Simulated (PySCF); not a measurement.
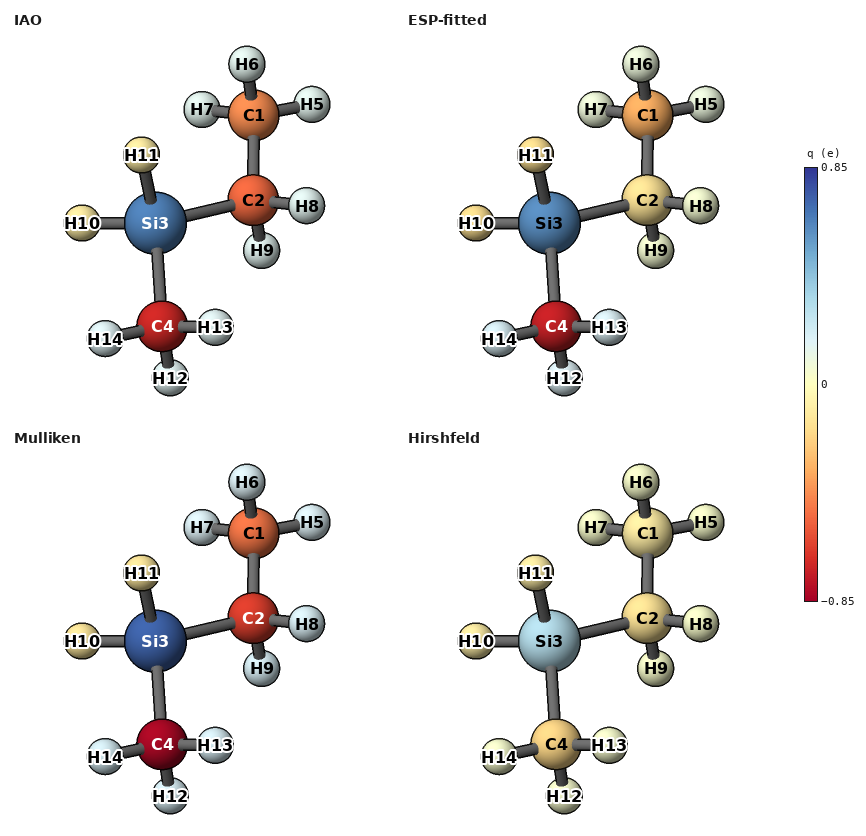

Atomic charges of one calculation by 4 schemes, on one colour scale. The computed structure is the end point of a PBE0-D3(BJ)/def2-SVP optimisation. No frequency run is at hand to confirm it as a minimum. Level of theory: PBE0/6-31G (PySCF 2.14.0).

**Which scheme gives the most polar picture (largest mean size of the charges)?**

The Mulliken charges are the largest in size here, and the Hirshfeld charges the smallest.

**On which atom do the schemes disagree most?**

On C4 (from −0.82 to −0.19 e).

List the charges (e), one line for each set of equivalent atoms. Atoms whose distances differ by more than 0.02 Å in this geometry are listed apart.

```
atom    IAO  ESP-fitted  Mulliken  Hirshfeld
  C1  −0.42       −0.33     −0.48      −0.10
  C2  −0.52       −0.14     −0.63      −0.14
 Si3   0.63        0.60      0.72       0.30
  C4  −0.70       −0.73     −0.82      −0.19
  H5   0.14        0.10      0.17       0.03
  H6   0.14        0.09      0.17       0.04
  H7   0.14        0.09      0.17       0.04
  H8   0.15        0.06      0.19       0.04
  H9   0.15        0.05      0.19       0.04
 H10  −0.10       −0.16     −0.12      −0.09
 H11  −0.10       −0.16     −0.12      −0.09
 H12   0.16        0.17      0.19       0.04
 H13   0.16        0.17      0.19       0.04
 H14   0.16        0.19      0.19       0.04
```
